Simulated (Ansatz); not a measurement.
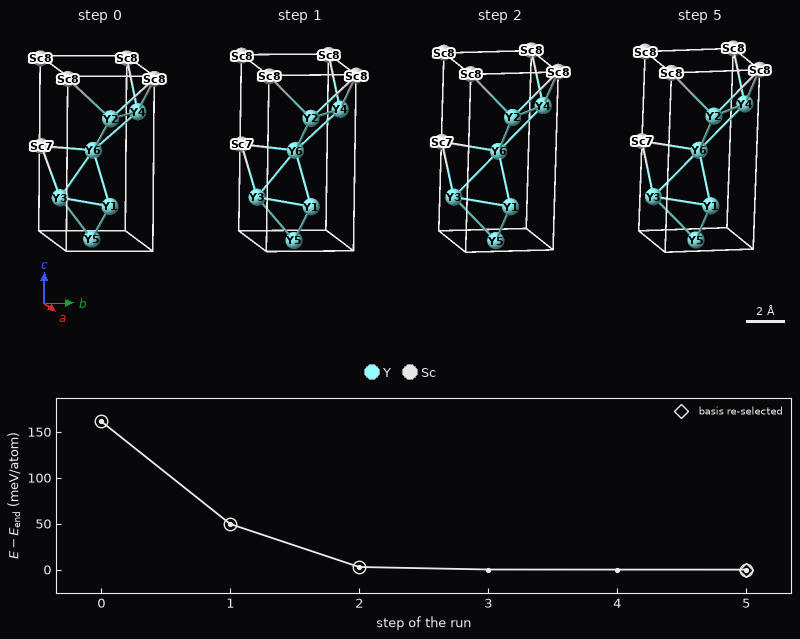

Frames of a relaxation of solid Y₃Sc (built on the Cu3Au (L1_2)_221 type) (coarse preliminary run), marked on the history of the run. Style: ball-and-stick. Shown: the cell of the calculation, slightly off an axis.

Computed with DFT PBE, scalar-relativistic, plane waves, PAW in Ansatz.

Input file:
```yaml
crystal:
  lattice:
    - [5.0421963412, 0.0393398553, 0.0669277762]
    - [0.0393398553, 4.8550862188, -0.1555374171]
    - [0.1338555525, -0.3110748342, 9.7237416538]
  atoms:
    - { symbol: "Y", position: [0.9533311351, 0.5152498056, 0.2511119536] }
    - { symbol: "Y", position: [0.9800976109, 0.5062218946, 0.7552345318] }
    - { symbol: "Y", position: [0.5367930443, 1.0736277538, 0.2520558984] }
    - { symbol: "Y", position: [0.5322740377, 0.9623949647, 0.7428113116] }
    - { symbol: "Y", position: [0.4746268735, 0.4608624598, 0.0082966748] }
    - { symbol: "Y", position: [0.5054063094, 0.4614621072, 0.5189726966] }
    - { symbol: Sc, position: [0.0161434248, 1.0177496138, 0.4857794601] }
    - { symbol: Sc, position: [0.0013275642, 1.0024314006, 0.9857374731] }
basis:
  ecutwfc: 420
kpoints:
  mp_grid: { grid: [6, 6, 4] }
hamiltonian:
  xc: pbe
scf:
  occupations: { method: gaussian, width: 0.1 }
output:
  forces: true
  stress: true
  eigenvalues: true
relax:
  adjacent_minimum: "off"
  f_tol: 0.015
  max_steps: 120
  cell: { stress_tol: 0.15 }
```

Run as
```bash
ansatz run input.yaml --threads 1 --pin off --max-ram 2560MiB --backend cpu --events-out ev --progress --plain --runs-dir out
```

What happens along the run?

After 4 accepted moves (5 points after the start) the energy has fallen by 161 meV per atom. Largest force component: 1.7 eV/Å at the start, 0.00038 eV/Å at the end. Pressure: 1.92 GPa at the start and −0.01 GPa at the end. The SCF was repeated once at an unchanged geometry on a basis and grid sized afresh for the cell, which shifted the energy by less than 0.05 meV per atom at most. Y3 moves most relative to the cell: 0.41 Å along [−1 −2 0]. Largest moves by element: Y 0.41 Å, Sc 0.18 Å. Cell: a 5.043 → 4.952 Å (−1.8 %), b 4.858 → 4.951 Å (+1.9 %), c 9.730 → 9.923 Å (+2.0 %), α 93.7° → 90.0°, β 88.5° → 90.0°, γ 89.1° → 90.0°. Volume +2.3 %. Among the contacts that change: Y3–Y6 4.073 → 3.505 Å, Y1–Y3 4.032 → 3.501 Å, Y1–Y3 (another image) 3.026 → 3.501 Å, Y3–Y6 (another image) 3.109 → 3.505 Å. The space group (tolerance 0.01 Å) goes from P1 (No. 1) to Pm-3m (No. 221). The run took 9.5 min on 1 thread of Arm Neoverse V2 (shared host), peak memory 0.89 GiB. From step 0 to 1: Y3 moves most (0.20 Å), volume +1.5 %, energy −112 meV per atom. From step 1 to 2: Y3 moves most (0.19 Å), volume +0.6 %, energy −46.8 meV per atom. From step 2 to 5: Y2 moves most (0.04 Å), volume +0.2 %, energy −2.9 meV per atom.

```json
{"step": "0", "E − E(0), meV/atom": "0.00", "largest force component, eV/Å": "1.6575", "pressure, GPa": "1.92", "volume, Å³/atom": "29.717", "note": ""}
{"step": "1", "E − E(0), meV/atom": "-111.71", "largest force component, eV/Å": "0.7357", "pressure, GPa": "0.65", "volume, Å³/atom": "30.174", "note": ""}
{"step": "2", "E − E(0), meV/atom": "-158.54", "largest force component, eV/Å": "0.1501", "pressure, GPa": "0.10", "volume, Å³/atom": "30.345", "note": ""}
{"step": "3", "E − E(0), meV/atom": "-161.28", "largest force component, eV/Å": "0.0086", "pressure, GPa": "-0.07", "volume, Å³/atom": "30.455", "note": ""}
{"step": "4", "E − E(0), meV/atom": "-161.37", "largest force component, eV/Å": "0.0004", "pressure, GPa": "-0.01", "volume, Å³/atom": "30.412", "note": ""}
{"step": "5", "E − E(0), meV/atom": "-161.39", "largest force component, eV/Å": "0.0004", "pressure, GPa": "-0.01", "volume, Å³/atom": "30.412", "note": "same geometry, new basis"}
```
